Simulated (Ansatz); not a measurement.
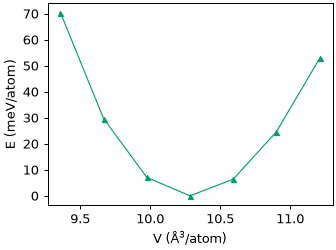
*SiC (wurtzite, space group No. 186) under volume change, HSE06 (plane waves, PAW; program Ansatz), shape and atoms relaxed at each volume.*

Task: What does a third-order Birch–Murnaghan fit give for V₀, B₀ and B′?

Result: V₀ = 10.28 Å³/atom, B₀ = 233 GPa, B′ = 3.8.

Space group P6_3mc (wurtzite). The cell was relaxed with HSE06 under the symmetry of its start.

Potentials: the later of the program's two PAW sets.
